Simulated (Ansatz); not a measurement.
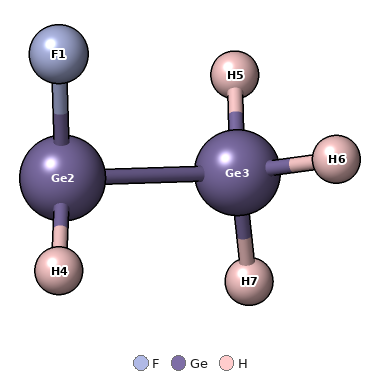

The system is FGe2H4, SMILES [F][GeH][GeH3], spin multiplicity 2; the picture shows the reference structure. Coordinates scanned: (1) angle F1–Ge2–Ge3; (2) angle H6–Ge3–Ge2. Nothing is relaxed (all other coordinates rigid). The scan uses a 9 × 9 grid. Points are written as (first, second). Energies: kJ/mol, counted from the lowest grid point. Computed with Ansatz 0.2.0, UKS PBE-D4/def2-SVP.

Its coordinates:

```xyz
7

F    -2.0570   -1.3375    0.4591
Ge   -0.4371   -1.4140   -0.2661
Ge    0.4129    0.9061   -0.2280
H     0.3578   -2.3924    0.6851
H    -0.4884    1.7901   -1.1248
H     0.4142    1.4715    1.2193
H     1.8590    0.9083   -0.7904
```

Range: angle F1–Ge2–Ge3 from 80.5 to 130.5°; angle H6–Ge3–Ge2 from 65.9 to 155.9°.

### Predict the map.

The lowest grid point is at (105.5°, 110.9°). No other kind of well shows on this grid. The highest grid point, (80.5°, 155.9°), lies 138 kJ/mol above the lowest. Round the minimum the two coordinates are weakly coupled (coupling −0.14 in units of the two stiffnesses).

```csv
"angle H6–Ge3–Ge2 ↓, angle F1–Ge2–Ge3 →",80.5,86.7,93.0,99.2,105.5,111.7,118.0,124.2,130.5
155.9,138,120,107,98,93,92,95,101,111
144.6,93,77,64,56,52,52,55,62,72
133.4,61,45,34,27,23,23,27,34,45
122.1,39,25,15,8,6,7,11,19,31
110.9,30,16,7,2,0,2,7,15,28
99.6,31,19,11,6,6,8,14,24,37
88.4,44,32,25,22,22,26,33,43,57
77.1,67,56,49,47,49,53,61,72,87
65.9,99,87,81,79,81,86,94,105,120
```

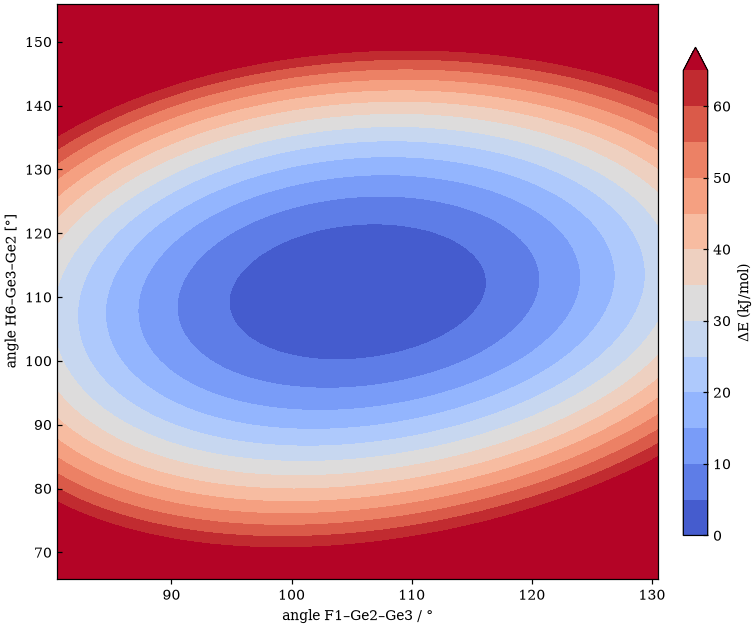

Drawn: filled contours, one colour for all values above the top of the scale. Between grid points the surface is interpolated.

Time for the 81 points that were run: 12 min on 1 thread of Arm Neoverse V2, on a shared host.
